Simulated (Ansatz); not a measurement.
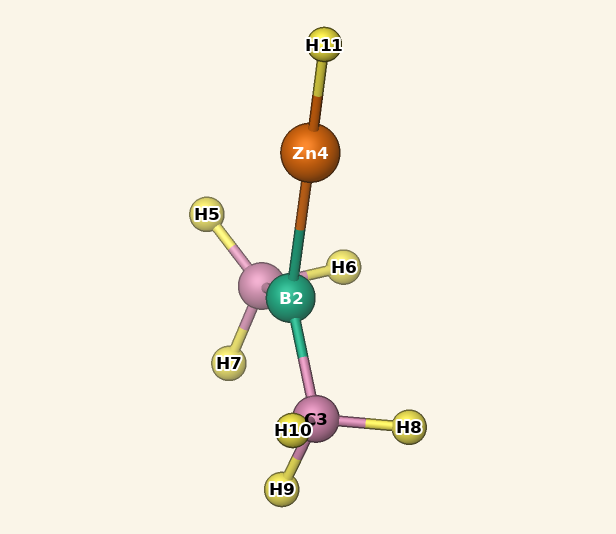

C1 lies behind B2. The molecule seen a little off the B2–C1 bond, B2 in front. Distant atoms are faded towards the background colour. Computed geometry: PBE0-D4/def2-TZVP optimisation. No frequency run is at hand to confirm it as a minimum.

> What is the torsion angle Zn4–B2–C1–H5? The sign is positive where the front bond must turn clockwise to cover the back bond.

−34°, synclinal (gauche).
